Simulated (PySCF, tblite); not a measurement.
# C4H8BCl3Si2: geometry, infrared bands and NMR shifts

What infrared bands and NMR shifts should C4H8BCl3Si2 (`ClB(Cl)[Si@@H](Cl)[SiH]1CC=CC1`) show?

Computed with tblite 0.8.0 and PySCF 2.14.0, with density-fitted response routines of our own, on a single molecule in the gas phase. Atoms count from 0, in the outputs and in this text.

### 1 The starting structure

18 atoms, charge 0, multiplicity 1; geometry from: force field or distance geometry start.

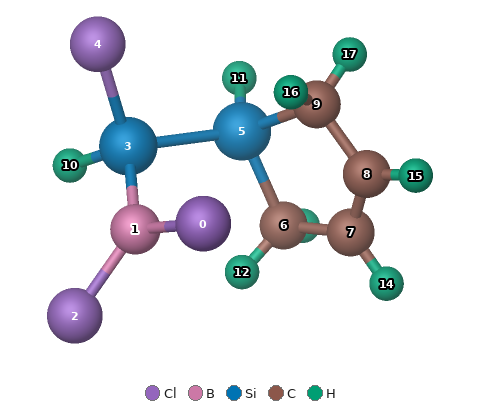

As it starts; chlorine purple, boron pink, silicon blue, carbon brown, hydrogen teal, atoms numbered.

### 2 Relaxing the molecule with GFN2-xTB

Job settings and geometry (Å):

```
{"job": {"kind": "relax", "xc": "GFN2-xTB", "basis": "xTB"}, "charge": 0, "multiplicity": 1}
Cl     1.667000     0.923000    -2.256600
B      2.373000    -0.169400    -0.973900
Cl     3.391400    -1.640300    -1.454700
Si     2.016700     0.166200     0.904000
Cl     2.717900     2.057600     1.444700
Si    -0.188300     0.049900     1.273400
C     -0.921100    -1.390500     0.379000
C     -1.745000    -0.759800    -0.686500
C     -1.821600     0.568600    -0.727500
C     -1.081600     1.348400     0.310000
H      2.690900    -0.864400     1.723700
H     -0.546200     0.074200     2.702900
H     -0.135100    -2.029700    -0.052200
H     -1.560400    -1.985400     1.064700
H     -2.290400    -1.365900    -1.408700
H     -2.428100     1.077400    -1.467800
H     -0.361000     2.051900    -0.171200
H     -1.787000     1.894500     0.958500
```

Started as:

```bash
OMP_NUM_THREADS=1 python probes_run.py task.json out
```

This one command runs all jobs of the session in turn.

The program printed:

```text
step      E/eV     max force
  0    -844.03759    1.942
  1    -844.28711    1.462
  2    -844.44349    0.860
  3    -844.49054    0.805
  4    -844.53095    0.646
  5    -844.56506    0.356
  6    -844.57827    0.398
  7    -844.59673    0.343
  8    -844.60599    0.295
  9    -844.61284    0.208
 10    -844.61679    0.166
 11    -844.61951    0.170
 12    -844.62213    0.139
 13    -844.62495    0.157
 14    -844.62732    0.107
 15    -844.62899    0.115
 16    -844.63002    0.087
 17    -844.63066    0.058
 18    -844.63114    0.047
 19    -844.63155    0.046
 20    -844.63199    0.061
 21    -844.63248    0.074
 22    -844.63297    0.076
 23    -844.63338    0.065
 24    -844.63376    0.057
 25    -844.63417    0.072
 26    -844.63469    0.064
 27    -844.63528    0.075
 28    -844.63583    0.071
 29    -844.63621    0.047
 30    -844.63644    0.044
 31    -844.63665    0.043
 32    -844.63695    0.050
 33    -844.63744    0.080
 34    -844.63809    0.094
 35    -844.63874    0.080
 36    -844.63926    0.057
 37    -844.63974    0.059
 38    -844.64035    0.092
 39    -844.64119    0.113
 40    -844.64209    0.091
 41    -844.64275    0.062
 42    -844.64312    0.052
 43    -844.64345    0.046
 44    -844.64386    0.058
 45    -844.64430    0.058
 46    -844.64475    0.047
 47    -844.64521    0.062
 48    -844.64577    0.078
 49    -844.64638    0.097
 50    -844.64718    0.079
 51    -844.64812    0.069
 52    -844.64895    0.088
 53    -844.64986    0.115
 54    -844.65091    0.102
 55    -844.65177    0.069
 56    -844.65221    0.083
 57    -844.65226    0.089
 58    -844.65285    0.047
 59    -844.65310    0.036
 60    -844.65358    0.041
 61    -844.65381    0.043
 62    -844.65407    0.041
 63    -844.65423    0.028
 64    -844.65437    0.032
 65    -844.65449    0.036
 66    -844.65468    0.036
 67    -844.65488    0.035
 68    -844.65510    0.037
 69    -844.65531    0.032
 70    -844.65546    0.036
 71    -844.65546    0.054
 72    -844.65565    0.026
 73    -844.65573    0.027
 74    -844.65601    0.029
 75    -844.65621    0.032
 76    -844.65657    0.045
 77    -844.65688    0.046
 78    -844.65743    0.049
 79    -844.65799    0.052
 80    -844.65858    0.043
 81    -844.65895    0.039
 82    -844.65904    0.034
 83    -844.65919    0.056
 84    -844.65940    0.032
 85    -844.65961    0.023
 86    -844.65991    0.025
 87    -844.66014    0.030
 88    -844.66030    0.021
 89    -844.66038    0.022
 90    -844.66041    0.020
 91    -844.66044    0.015
 92    -844.66047    0.012
 93    -844.66052    0.012
 94    -844.66059    0.011
 95    -844.66065    0.013
 96    -844.66068    0.015
 97    -844.66071    0.012
 98    -844.66075    0.014
 99    -844.66080    0.014
100    -844.66084    0.017
101    -844.66088    0.016
102    -844.66091    0.010
103    -844.66093    0.008
```

Run time: 2.7 s. Hardware: 1 thread of Arm Neoverse N1, shared host.

The steps of the relaxation: (not every step is listed)

| step | energy from step 0 (eV) | largest force (eV/Å) |
| --- | --- | --- |
| 0 | 0.0000 | 1.9418 |
| 1 | -0.2495 | 1.4623 |
| 2 | -0.4059 | 0.8601 |
| 3 | -0.4529 | 0.8051 |
| 4 | -0.4934 | 0.6463 |
| 5 | -0.5275 | 0.3560 |
| 6 | -0.5407 | 0.3984 |
| 7 | -0.5591 | 0.3429 |
| 8 | -0.5684 | 0.2947 |
| 17 | -0.5931 | 0.0584 |
| 26 | -0.5971 | 0.0642 |
| 35 | -0.6011 | 0.0802 |
| 44 | -0.6063 | 0.0576 |
| 53 | -0.6123 | 0.1147 |
| 62 | -0.6165 | 0.0413 |
| 71 | -0.6179 | 0.0536 |
| 80 | -0.6210 | 0.0426 |
| 89 | -0.6228 | 0.0218 |
| 98 | -0.6232 | 0.0141 |
| 99 | -0.6232 | 0.0144 |
| 100 | -0.6232 | 0.0173 |
| 101 | -0.6233 | 0.0160 |
| 102 | -0.6233 | 0.0100 |
| 103 | -0.6233 | 0.0079 |

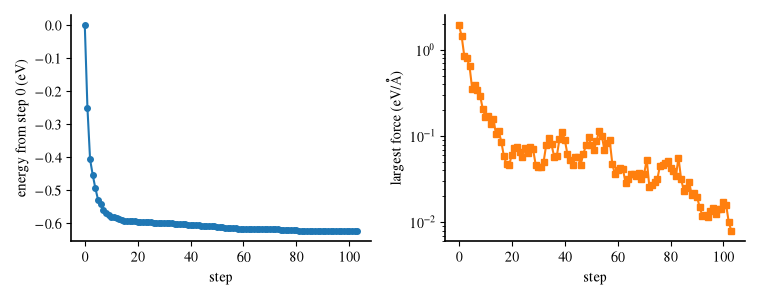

Energy and largest force along the relaxation.

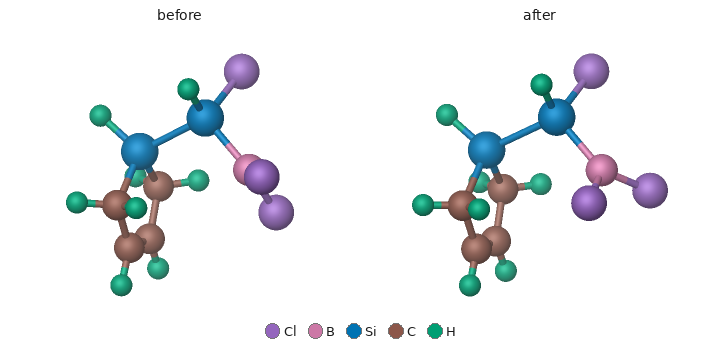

The geometry before (left) and after (right).

Close pairs (by a distance rule), those that changed most:

| bond | before (Å) | after (Å) | change (Å) |
| --- | --- | --- | --- |
| B1–Cl2 | 1.853 | 1.726 | -0.127 |
| Cl0–B1 | 1.827 | 1.722 | -0.105 |
| Si3–Si5 | 2.239 | 2.342 | +0.103 |
| Si5–C9 | 1.847 | 1.918 | +0.071 |
| Si5–C6 | 1.847 | 1.916 | +0.069 |
| Si3–Cl4 | 2.088 | 2.037 | -0.051 |
| B1–Si3 | 1.941 | 1.984 | +0.043 |
| C9–H16 | 1.116 | 1.092 | -0.024 |

The next job starts from the end point, and lists it.

### 3 Vibrational analysis with GFN2-xTB

Job settings and geometry (Å):

```
{"job": {"kind": "ir", "xc": "GFN2-xTB", "basis": "xTB"}, "charge": 0, "multiplicity": 1}
Cl     2.619223     1.159486    -2.183649
B      2.486754    -0.117724    -1.036464
Cl     2.471488    -1.726036    -1.662511
Si     2.123785     0.210896     0.886152
Cl     2.798902     2.052757     1.435638
Si    -0.168836     0.066239     1.340194
C     -0.938692    -1.429619     0.423411
C     -1.731591    -0.807578    -0.687298
C     -1.848485     0.507489    -0.734362
C     -1.183944     1.337469     0.323909
H      2.853458    -0.718336     1.761863
H     -0.551309     0.093769     2.762533
H     -0.205020    -2.127787     0.016431
H     -1.602773    -2.021974     1.054269
H     -2.195329    -1.458651    -1.414374
H     -2.414936     1.013547    -1.502660
H     -0.577417     2.120237    -0.135957
H     -1.944037     1.852132     0.914557
```

The program printed:

```text
mode    cm-1     km/mol
  1      12.4      0.10
  2      16.1      0.07
  3      25.5      0.21
  4      58.2      0.68
  5      70.7      2.12
  6      79.3      1.01
  7     128.2      0.66
  8     163.2      1.54
  9     194.2      1.35
 10     242.6     11.85
 11     339.4      4.91
 12     340.8      2.68
 13     350.0      0.13
 14     408.0      3.30
 15     456.3     25.55
 16     497.6     49.63
 17     567.9     66.44
 18     569.4    219.66
 19     589.2     25.44
 20     636.6      9.06
 21     638.9    232.56
 22     689.3    198.53
 23     706.1     36.16
 24     723.3     23.34
 25     753.5      4.89
 26     800.9     37.52
 27     817.7    100.98
 28     828.4     20.93
 29     899.3      0.11
 30     981.7      4.93
 31    1019.9      8.25
 32    1086.0      0.53
 33    1106.9     18.20
 34    1133.2     10.33
 35    1226.6      1.10
 36    1240.5     10.51
 37    1312.1      4.62
 38    1460.9      5.21
 39    1466.1     10.39
 40    1717.9     21.01
 41    2159.1    256.25
 42    2172.3    285.39
 43    2952.8     36.21
 44    2957.8     45.07
 45    2977.3     14.97
 46    2983.3     18.84
 47    3061.6     18.49
 48    3077.6     80.15
```

Run time: 2.5 s. Hardware: 1 thread of Arm Neoverse N1, shared host.

The strongest bands and the atoms that carry them (share of the mass-weighted mode):

| cm⁻¹ | km/mol | atoms |
| --- | --- | --- |
| 568 | 66.4 | H11 85 % |
| 569 | 219.7 | H11 69 %, H10 14 % |
| 639 | 232.6 | H10 83 % |
| 689 | 198.5 | H15 21 %, H14 21 % |
| 818 | 101.0 | B1 55 % |
| 2159 | 256.2 | H11 92 % |
| 2172 | 285.4 | H10 92 % |
| 3078 | 80.2 | H15 51 %, H14 41 % |

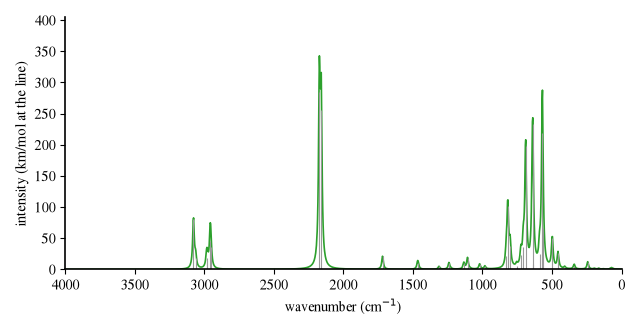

The infrared spectrum from these modes, unscaled. Lines are broadened to a width of 14 cm⁻¹ (Lorentzian).

### 4 Shielding tensors: PBE0/pcSseg-1

Same as in step 3 but for these lines:

```diff
@@ -1,2 +1,2 @@
-{"job": {"kind": "ir", "xc": "GFN2-xTB", "basis": "xTB"}, "charge": 0, "multiplicity": 1}
+{"job": {"kind": "nmr", "xc": "PBE0", "basis": "pcSseg-1"}, "charge": 0, "multiplicity": 1}
 Cl     2.619223     1.159486    -2.183649
```

Level: GIAO PBE0/pcSseg-1 NMR shielding, non-relativistic, gas phase.

The program printed:

```text
coarse grid: 18512 points
cycle   1  E = -2140.6504814271  dE =  1.256e+00  |g| = 5.030e-01  |ddm| = 4.064e+00
cycle   2  E = -2140.6049921084  dE =  4.549e-02  |g| = 6.521e-01  |ddm| = 1.239e+00
cycle   3  E = -2140.7213045954  dE = -1.163e-01  |g| = 5.363e-02  |ddm| = 7.692e-01
cycle   4  E = -2140.7218972427  dE = -5.926e-04  |g| = 2.912e-02  |ddm| = 9.264e-02
cycle   5  E = -2140.7221210723  dE = -2.238e-04  |g| = 8.191e-03  |ddm| = 3.806e-02
cycle   6  E = -2140.7221384372  dE = -1.736e-05  |g| = 2.346e-03  |ddm| = 1.170e-02
cycle   7  E = -2140.7221394691  dE = -1.032e-06  |g| = 1.023e-03  |ddm| = 3.051e-03
final grid: 158112 points
cycle   8  E = -2140.7748389983  dE = -4.399e-05  |g| = 8.408e-03  |ddm| = 3.199e-02
cycle   9  E = -2140.7748284063  dE =  1.059e-05  |g| = 1.005e-02  |ddm| = 1.746e-02
cycle  10  E = -2140.7748551630  dE = -2.676e-05  |g| = 1.280e-03  |ddm| = 1.084e-02
cycle  11  E = -2140.7748554469  dE = -2.839e-07  |g| = 5.413e-04  |ddm| = 1.568e-03
cycle  12  E = -2140.7748555230  dE = -7.601e-08  |g| = 8.174e-05  |ddm| = 5.266e-04
cycle  13  E = -2140.7748555244  dE = -1.467e-09  |g| = 3.014e-05  |ddm| = 1.168e-04
cycle  14  E = -2140.7748555247  dE = -2.292e-10  |g| = 9.132e-06  |ddm| = 4.298e-05
converged SCF energy = -2140.7748555247

GIAO shielding tensors (ppm)
atom      isotropic    diamagn.    paramagn.     s11        s22        s33       span
  0 Cl     552.228    1148.090    -595.863    146.605    581.714    928.364    781.759
  1 B       27.130     195.592    -168.462    -36.885     22.910     95.363    132.248
  2 Cl     569.795    1148.462    -578.667    193.564    601.517    914.303    720.739
  3 Si     383.525     877.248    -493.723    333.679    356.811    460.084    126.405
  4 Cl    1058.631    1147.431     -88.800   1005.824   1032.243   1137.826    132.003
  5 Si     379.562     879.691    -500.129    330.221    397.661    410.803     80.582
  6 C      168.580     253.893     -85.313    151.570    160.283    193.888     42.318
  7 C       48.534     255.884    -207.350    -60.825     66.293    140.134    200.959
  8 C       47.979     255.939    -207.960    -62.008     64.791    141.154    203.162
  9 C      168.028     253.596     -85.568    150.305    159.135    194.646     44.341
 10 H       26.332      27.702      -1.370     22.119     25.749     31.129      9.010
 11 H       26.975      28.842      -1.868     23.726     24.255     32.942      9.217
 12 H       30.032      32.163      -2.131     25.410     28.605     36.080     10.671
 13 H       29.827      29.760       0.067     25.038     26.664     37.778     12.740
 14 H       25.726      31.105      -5.379     23.468     26.354     27.356      3.888
 15 H       25.647      31.039      -5.392     23.409     26.160     27.372      3.963
 16 H       29.734      31.862      -2.128     25.242     28.785     35.174      9.932
 17 H       29.682      29.694      -0.013     24.783     26.700     37.562     12.779
```

It took 2.3 min on 1 thread of Arm Neoverse N1, shared host; peak memory 1.2 GiB.

The references, computed at this level on geometries of the same kind, shield at (ppm): ¹H TMS 31.72, ¹³C TMS 186.9, ²⁹Si TMS 349.2, ¹¹B BF3·OEt2 100.1, ³⁵Cl HCl 950. Their shielding less the atom's gives the shift. The references are single molecules in the gas phase. Atoms listed in one row are averaged.

| atoms | environment | σ (ppm) | δ (ppm) | δ scaled to CDCl3 |
| --- | --- | --- | --- | --- |
| C8 | alkene CH | 48.0 | 138.9 | 133.7 |
| C7 | alkene CH | 48.5 | 138.4 | 133.2 |
| C9 | allylic sp3 CH2 bonded to Si | 168.0 | 18.9 | 16.5 |
| C6 | allylic sp3 CH2 bonded to Si | 168.6 | 18.3 | 16.0 |
| H15 | hydrogen on an alkene CH | 25.65 | 6.07 | 5.83 |
| H14 | hydrogen on an alkene CH | 25.73 | 5.99 | 5.75 |
| H10 | hydrogen on a silicon bonded to B, Cl, Si | 26.33 | 5.38 | – |
| H11 | hydrogen on a silicon bonded to 2 C, Si, in a 5-membered ring | 26.97 | 4.74 | – |
| H17 | hydrogen on an allylic sp3 CH2 bonded to Si | 29.68 | 2.04 | 2.02 |
| H16 | hydrogen on an allylic sp3 CH2 bonded to Si | 29.73 | 1.98 | 1.97 |
| H13 | hydrogen on an allylic sp3 CH2 bonded to Si | 29.83 | 1.89 | 1.89 |
| H12 | hydrogen on an allylic sp3 CH2 bonded to Si | 30.03 | 1.69 | 1.69 |
| Cl0, Cl2 | chlorine bonded to B | 561 | 389 | – |
| Cl4 | chlorine bonded to Si | 1059 | -109 | – |
| B1 | boron bonded to 2 Cl, Si | 27.1 | 72.9 | – |
| Si5 | silicon bonded to 2 C, Si, H, in a 5-membered ring | 379.6 | -30.4 | – |
| Si3 | silicon bonded to B, Cl, Si, H | 383.5 | -34.4 | – |

The scaled column applies a straight-line fit of computed shieldings to shifts measured in CDCl3, with any fitted terms for Cl, Br or S neighbours (root-mean-square error 0.16 ppm for H, 1.9 ppm for C).

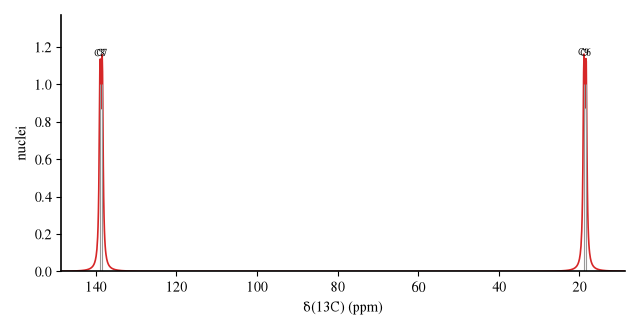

¹³C lines at the computed shifts, without couplings. Lines are broadened to a width of 0.48 ppm (Lorentzian).

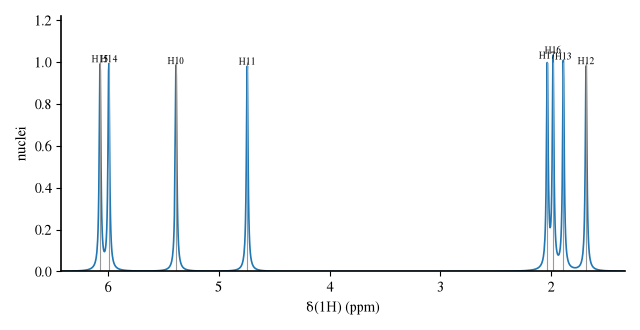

¹H lines at the computed shifts, without couplings. Lines are broadened to a width of 0.02 ppm (Lorentzian).

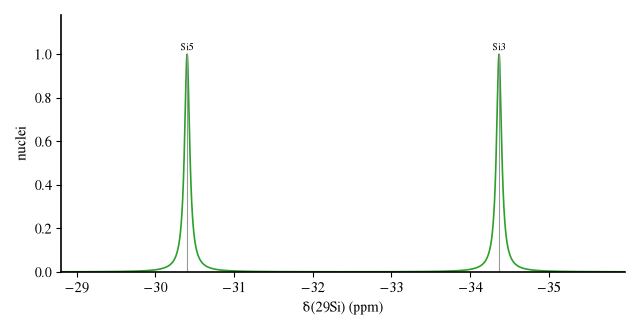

²⁹Si lines at the computed shifts, without couplings. Lines are broadened to a width of 0.08 ppm (Lorentzian).

Charges from the same density, by scheme (e):

| atoms | Mulliken | IAO | Hirshfeld | ESP fit |
| --- | --- | --- | --- | --- |
| Cl0, Cl2 | -0.14 | -0.01 | -0.03 | -0.07 |
| B1 | 0.13 | -0.12 | 0.07 | 0.13 |
| Si3 | 0.41 | 0.49 | 0.18 | 0.23 |
| Cl4 | -0.31 | -0.31 | -0.13 | -0.19 |
| Si5 | 0.56 | 0.61 | 0.28 | 0.01 |
| C6 | -0.50 | -0.54 | -0.16 | 0.01 |
| C7 | -0.16 | -0.15 | -0.05 | -0.22 |
| C8 | -0.16 | -0.15 | -0.05 | -0.19 |
| C9 | -0.49 | -0.53 | -0.16 | 0.01 |

Hirshfeld charges:

Cl0 -0.04; B1 0.07; Cl2 -0.03; Si3 0.18; Cl4 -0.13; Si5 0.28; C6 -0.16; C7 -0.05; C8 -0.05; C9 -0.16; H10 -0.07; H11 -0.07; H12 0.03; H13 0.04; H14 0.05; H15 0.05; H16 0.03; H17 0.04

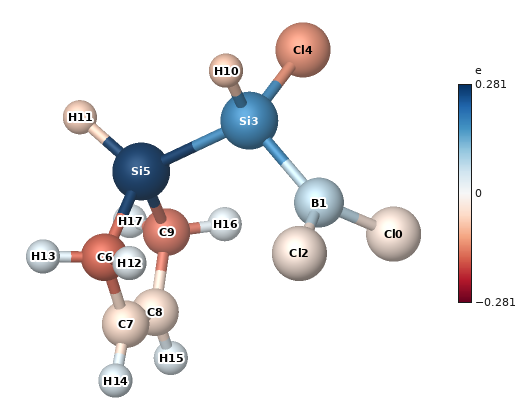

Hirshfeld charges, as colours on the atoms.

Mayer bond orders: Cl0–B1 1.20, B1–Cl2 1.15, B1–Si3 0.87, Si3–Cl4 0.95, Si3–Si5 0.91, Si5–C6 0.88, C6–C7 1.04, C7–C8 1.91, C8–C9 1.04, C9–Si5 0.88.

Ring of atoms Si5, C6, C7, C8, C9: NICS(0) -2.6, NICS(1) -3.2, NICS(1)zz -3.9 ppm (means of both faces).

### 5 Results

| quantity | value |
| --- | --- |
| strongest single infrared mode (GFN2-xTB) | 2172 cm⁻¹, 285 km/mol |
| zero-point energy (GFN2-xTB) | 69.6 kcal/mol |
| ¹³C shifts against TMS (PBE0/pcSseg-1) | 138.9, 138.4, 18.9, 18.3 ppm |
| ¹H shifts against TMS (PBE0/pcSseg-1) | 6.07, 5.99, 5.38, 4.74, 2.04, 1.98, 1.89, 1.69 ppm |
| ³⁵Cl shifts against HCl (PBE0/pcSseg-1, means over atoms taken as alike) | 389, -109 ppm |
| ¹¹B shifts against BF3·OEt2 (PBE0/pcSseg-1) | 72.9 ppm |
| ²⁹Si shifts against TMS (PBE0/pcSseg-1) | -30.4, -34.4 ppm |

Over 103 steps the energy fell by 0.623 eV; of the close pairs, B1–Cl2 changed most, 1.853 to 1.726 Å. All 48 modes are real, so the xTB geometry is a minimum. The strongest single mode, at 2172 cm⁻¹, moves mainly H10. GFN2-xTB is a fitted tight-binding method: band positions and strengths are rough. Its intensities can rank the bands wrongly. At PBE0/pcSseg-1: The widest tensor belongs to Cl0, Cl2: span 751 ppm, with a paramagnetic part of -587 ppm.
